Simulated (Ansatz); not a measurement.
The starting structures come from a database of crystals and need not be the phases stable at ambient conditions.

 Where the default PAW files enter, the runs use the earlier of Ansatz's two default sets.

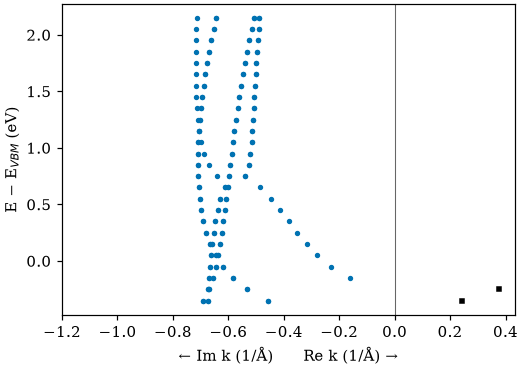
Figure: Complex bands at the centre of the two-dimensional zone; r2SCAN run with Ansatz (a program for electronic structure)

The gap is the functional's own, uncorrected, and κ follows it; spin-orbit coupling is left out. Mid-gap values are interpolated between the computed energies.

Task: This is BaMg2FeH8 (P-3m1, not sure to be the ambient phase, 12 atoms a cell, 10.4 Å³ an atom, -2 GPa at this level) along the normal of (001). Read off the slowest decay at the centre of the two-dimensional zone at 0.95 eV, the computed energy nearest the middle of the gap.

Result: κ ≈ 0.52 1/Å, a decay length 1/(2κ) of the density of 0.96 Å.
